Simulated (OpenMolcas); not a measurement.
**Run report: C6H16O2Si, single-point calculation (part 1 of 2)**

The run: single-point calculation of C6H16O2Si. Method and program: HF/ANO-RCC-MB, RHF, DKH2 (OpenMolcas 26.06).

The geometry comes from this level: GFN2-xTB.

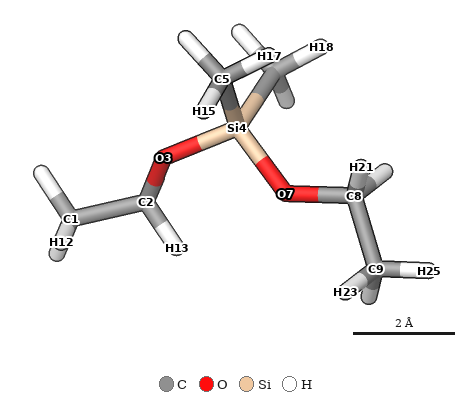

*The structure (stick view, seen at a tilt; atoms are numbered from 1 in the order of the input).*

Bond lengths as drawn: C–C 1.52 Å, C–H 1.08 to 1.10 Å, C–O 1.40 Å, C–Si 1.90 to 1.91 Å and O–Si 1.62 to 1.64 Å.

**Results in brief**

| quantity | value |
| --- | --- |
| outcome | converged |
| total energy | −675.563872 hartree |
| basis functions | 65 |
| HOMO | −11.58 eV |
| LUMO | 8.30 eV |
| dipole moment | 1.72 debye |
| hardware | 1 thread of Intel Xeon (Granite Rapids), 16 GiB of memory available, shared host |
| wall time | 16 s |
| peak memory | 0.42 GiB |

**Input file**
```
>>> EXPORT MOLCAS_PRINT=2

&GATEWAY
 COORD
 coord.xyz
 BASIS
 ANO-RCC-MB
 GROUP
 NoSym

&SEWARD

&SCF
 PRORBITALS
 1 1
```

**File coord.xyz**
```
25

C     -1.236150    -2.140270     2.739160
C     -1.275140    -1.046970     1.682500
O      0.030950    -0.592620     1.434810
Si     0.537830     0.495900     0.346910
C      2.427200     0.459310     0.510940
C     -0.150000     2.251230     0.662030
O      0.012860    -0.048790    -1.103710
C      0.216640     0.505890    -2.376270
C     -0.364940    -0.421490    -3.433030
H     -0.809100    -1.750150     3.659080
H     -2.240920    -2.504050     2.937180
H     -0.618050    -2.964500     2.394420
H     -1.708670    -1.428550     0.752140
H     -1.890670    -0.207890     2.028770
H      2.820310    -0.526900     0.286060
H      2.749060     0.720130     1.512320
H      2.886960     1.163570    -0.175600
H      0.301640     2.987280     0.002940
H     -1.224800     2.286080     0.497820
H      0.034170     2.575410     1.681550
H      1.290550     0.647450    -2.547330
H     -0.267360     1.488930    -2.427140
H      0.120340    -1.392280    -3.380370
H     -1.429630    -0.557700    -3.262470
H     -0.213100     0.000980    -4.422720
```

Launched with:
```bash
export MOLCAS_MEM=1860
pymolcas step1.inp > step1.log
```

**The program's output**
```
--- Start Module: gateway ---

                                              &GATEWAY

                       available to each process: 1.9 GB of memory, 1 thread

++    Symmetry information:
      ---------------------

                    Character Table for C1

                             E
                    a        1  x, y, xy, Rz, z, xz, Ry, yz, Rx, I
--

++    Basis set information:
      ----------------------

      Basis set label: C.ANO-RCC...2S1P.

      Electronic valence basis set:
      ------------------
      Associated Effective Charge   6.000000 au
      Associated Actual Charge      6.000000 au
      Nuclear Model: Point charge

      Shell  nPrim  nBasis  Cartesian Spherical Contaminant
         s      14       2        X
         p       9       1        X

      Basis set label: O.ANO-RCC...2S1P.

      Electronic valence basis set:
      ------------------
      Associated Effective Charge   8.000000 au
      Associated Actual Charge      8.000000 au
      Nuclear Model: Point charge

      Shell  nPrim  nBasis  Cartesian Spherical Contaminant
         s      14       2        X
         p       9       1        X

      Basis set label: SI.ANO-RCC...3S2P.

      Electronic valence basis set:
      ------------------
      Associated Effective Charge  14.000000 au
      Associated Actual Charge     14.000000 au
      Nuclear Model: Point charge

      Shell  nPrim  nBasis  Cartesian Spherical Contaminant
         s      17       3        X
         p      12       2        X

      Basis set label: C.ANO-RCC...2S1P.

      Electronic valence basis set:
      ------------------
      Associated Effective Charge   6.000000 au
      Associated Actual Charge      6.000000 au
      Nuclear Model: Point charge

      Shell  nPrim  nBasis  Cartesian Spherical Contaminant
         s      14       2        X
         p       9       1        X

      Basis set label: O.ANO-RCC...2S1P.

      Electronic valence basis set:
      ------------------
      Associated Effective Charge   8.000000 au
      Associated Actual Charge      8.000000 au
      Nuclear Model: Point charge

      Shell  nPrim  nBasis  Cartesian Spherical Contaminant
         s      14       2        X
         p       9       1        X

      Basis set label: C.ANO-RCC...2S1P.

      Electronic valence basis set:
      ------------------
      Associated Effective Charge   6.000000 au
      Associated Actual Charge      6.000000 au
      Nuclear Model: Point charge

      Shell  nPrim  nBasis  Cartesian Spherical Contaminant
         s      14       2        X
         p       9       1        X

      Basis set label: H.ANO-RCC...1S.

      Electronic valence basis set:
      ------------------
      Associated Effective Charge   1.000000 au
      Associated Actual Charge      1.000000 au
      Nuclear Model: Point charge

      Shell  nPrim  nBasis  Cartesian Spherical Contaminant
         s       8       1        X
--

++    Molecular structure info:
      -------------------------

                    ************************************************
                    **** Cartesian Coordinates / bohr, angstrom ****
                    ************************************************

     Center  Label                x              y              z                     x              y              z
        1      C1              -2.335985      -4.044524       5.176262             -1.236150      -2.140270       2.739160
        2      C2              -2.409665      -1.978487       3.179464             -1.275140      -1.046970       1.682500
        3      O3               0.058487      -1.119889       2.711398              0.030950      -0.592620       1.434810
        4      SI4              1.016351       0.937115       0.655565              0.537830       0.495900       0.346910
        5      C5               4.586743       0.867970       0.965537              2.427200       0.459310       0.510940
        6      C6              -0.283459       4.254208       1.251055             -0.150000       2.251230       0.662030
        7      O7               0.024302      -0.092200      -2.085710              0.012860      -0.048790      -1.103710
        8      C8               0.409390       0.955994      -4.490500              0.216640       0.505890      -2.376270
        9      C9              -0.689637      -0.796501      -6.487486             -0.364940      -0.421490      -3.433030
       10      H10             -1.528977      -3.307304       6.914659             -0.809100      -1.750150       3.659080
       11      H11             -4.234725      -4.731969       5.550466             -2.240920      -2.504050       2.937180
       12      H12             -1.167945      -5.602093       4.524798             -0.618050      -2.964500       2.394420
       13      H13             -3.228918      -2.699568       1.421339             -1.708670      -1.428550       0.752140
       14      H14             -3.572848      -0.392855       3.833820             -1.890670      -0.207890       2.028770
       15      H15              5.329613      -0.995697       0.540575              2.820310      -0.526900       0.286060
       16      H16              5.194971       1.360848       2.857871              2.749060       0.720130       1.512320
       17      H17              5.455564       2.198829      -0.331836              2.886960       1.163570      -0.175600
       18      H18              0.570017       5.645141       0.005556              0.301640       2.987280       0.002940
       19      H19             -2.314537       4.320065       0.940743             -1.224800       2.286080       0.497820
       20      H20              0.064572       4.866820       3.177669              0.034170       2.575410       1.681550
       21      H21              2.438786       1.223503      -4.813756              1.290550       0.647450      -2.547330
       22      H22             -0.505237       2.813670      -4.586630             -0.267360       1.488930      -2.427140
       23      H23              0.227410      -2.631028      -6.387974              0.120340      -1.392280      -3.380370
       24      H24             -2.701609      -1.053900      -6.165175             -1.429630      -0.557700      -3.262470
       25      H25             -0.402701       0.001852      -8.357730             -0.213100       0.000980      -4.422720

                    *************************************************
                    **** InterNuclear Distances / bohr, angstrom ****
                    *************************************************

     Atom centers         bohr        angstrom
   16 H16       5 C5      2.047876        1.083689
   15 H15       5 C5      2.050781        1.085227
   20 H20       6 C6      2.051404        1.085556
   17 H17       5 C5      2.051636        1.085679
   18 H18       6 C6      2.052897        1.086346
   12 H12       1 C1      2.052984        1.086392
   23 H23       9 C9      2.053379        1.086602
   10 H10       1 C1      2.053480        1.086655
   25 H25       9 C9      2.053657        1.086749
   11 H11       1 C1      2.053734        1.086789
   24 H24       9 C9      2.053819        1.086834
   19 H19       6 C6      2.055701        1.087830
   13 H13       2 C2      2.069333        1.095044
   21 H21       8 C8      2.072318        1.096624
   14 H14       2 C2      2.072535        1.096739
   22 H22       8 C8      2.072859        1.096910
    8 C8        7 O7      2.651418        1.403070
    3 O3        2 C2      2.654817        1.404868
    2 C2        1 C1      2.874220        1.520972
    9 C9        8 C8      2.875248        1.521516
    4 SI4       3 O3      3.061898        1.620287
    7 O7        4 SI4     3.091640        1.636025
   20 H20      18 H18     3.305081        1.748974
   16 H16      15 H15     3.307762        1.750393
   17 H17      16 H16     3.308224        1.750637
   19 H19      18 H18     3.309237        1.751173
   20 H20      19 H19     3.311032        1.752123
   17 H17      15 H15     3.313903        1.753642
   12 H12      10 H10     3.332842        1.763664
   24 H24      23 H23     3.334085        1.764322
   25 H25      24 H24     3.347669        1.771510
   25 H25      23 H23     3.347990        1.771680
   11 H11      10 H10     3.348397        1.771895
   12 H12      11 H11     3.348768        1.772092
   22 H22      21 H21     3.353728        1.774716
   14 H14      13 H13     3.355485        1.775646
    5 C5        4 SI4     3.584489        1.896830
    6 C6        4 SI4     3.612094        1.911438
   13 H13       3 O3      3.868678        2.047216
   14 H14       3 O3      3.869755        2.047786
   22 H22       7 O7      3.870283        2.048066
   21 H21       7 O7      3.873376        2.049703
   12 H12       2 C2      4.059842        2.148376
   10 H10       2 C2      4.061163        2.149075
   23 H23       8 C8      4.062050        2.149544
   24 H24       8 C8      4.064791        2.150995
   25 H25       8 C8      4.065138        2.151178
   11 H11       2 C2      4.066221        2.151752
   14 H14       1 C1      4.082483        2.160357
   21 H21       9 C9      4.082746        2.160496
   22 H22       9 C9      4.084188        2.161259
   13 H13       1 C1      4.087259        2.162884
    3 O3        1 C1      4.512487        2.387905
    9 C9        7 O7      4.514575        2.389010
   25 H25      21 H21     4.703852        2.489171
   25 H25      22 H22     4.705106        2.489835
   14 H14      10 H10     4.707759        2.491239
   13 H13      11 H11     4.710838        2.492868
   14 H14      11 H11     4.713052        2.494040
   23 H23      21 H21     4.714420        2.494764
   17 H17       4 SI4     4.719480        2.497441
   24 H24      22 H22     4.719529        2.497467
   13 H13      12 H12     4.722682        2.499135
   15 H15       4 SI4     4.727919        2.501907
   16 H16       4 SI4     4.742421        2.509581
   19 H19       4 SI4     4.756100        2.516820
   20 H20       4 SI4     4.765445        2.521765
   18 H18       4 SI4     4.773598        2.526079
    7 O7        3 O3      4.906073        2.596182
   12 H12       3 O3      4.988257        2.639672
   10 H10       3 O3      4.997222        2.644416
   23 H23       7 O7      4.999638        2.645694
   24 H24       7 O7      4.999749        2.645753
    4 SI4       2 C2      5.158332        2.729672
    8 C8        4 SI4     5.181770        2.742074
    5 C5        3 O3      5.244494        2.775267
   13 H13       7 O7      5.448045        2.882982
    7 O7        6 C6      5.488167        2.904213
   21 H21      17 H17     5.489974        2.905169
   22 H22      18 H18     5.501052        2.911031
    7 O7        5 C5      5.572064        2.948609
    6 C6        3 O3      5.579467        2.952527
   13 H13       4 SI4     5.642180        2.985713
   21 H21       4 SI4     5.658517        2.994358
--

            Nuclear Potential Energy            590.12324866 au

--- Stop Module: gateway /rc=_RC_ALL_IS_WELL_ ---

--- Start Module: seward ---

                                              &SEWARD

                       available to each process: 1.9 GB of memory, 1 thread

               SEWARD will generate:
                  Multipole Moment integrals up to order  2
                  Kinetic Energy integrals
                  Nuclear Attraction integrals (point charge)
                  One-Electron Hamiltonian integrals
                  Velocity integrals
                  Relativistic Douglas-Kroll-Hess integrals:
                    - Parametrization         : EXP
                    - DKH order of Hamiltonian: 2
                    - DKH order of Properties : 0
                         - multipole moment operators
                         - electric potential operators
                         - contact operators
                  Orbital angular momentum around (  0.1398  -0.0070   0.1526 )
                  Velocity quadrupole around (  0.1398  -0.0070   0.1526 )
                  Atomic mean-field integrals
                  Two-Electron Repulsion integrals

                   Integrals are discarded if absolute value <: 1.00E-14
                   Integral cutoff threshold is set to       <: 1.00E-16

            Nuclear Potential Energy            590.12324866 au

      Basis set specifications :
      Symmetry species         a
      Basis functions           65

--- Stop Module: seward /rc=_RC_ALL_IS_WELL_ ---
--- Module seward spent 14 seconds ---

--- Start Module: scf ---

                                                &SCF

                       available to each process: 1.9 GB of memory, 1 thread

++    Input section:
      --------------

      Header of the integral files:
```
